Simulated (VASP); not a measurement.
Band structure of Te (trig). These are LDA (Ceperley-Alder, Perdew-Zunger), VASP's LDA PAW potentials (set 64) (plane waves; VASP) values and carry that method's errors.

Unless said otherwise, spin-orbit coupling is left out, though it shifts the bands of the heavy elements here.

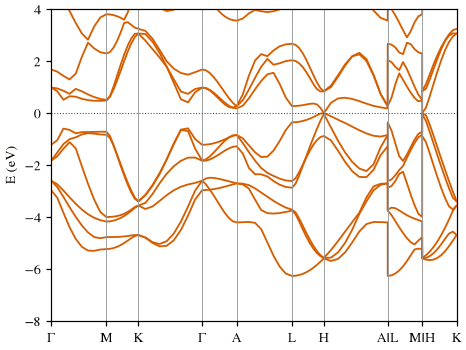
Bands along high-symmetry lines, zero at the valence-band maximum or, without a gap, the Fermi level

Question: Read the plot: is there a gap, and where are the band edges?

Answer: It has no gap at this level: it comes out as a metal or semimetal. (Edges off the drawn lines would not show.)

The compound is Te in the trig structure. It was relaxed first, which changed the volume by -8 %.
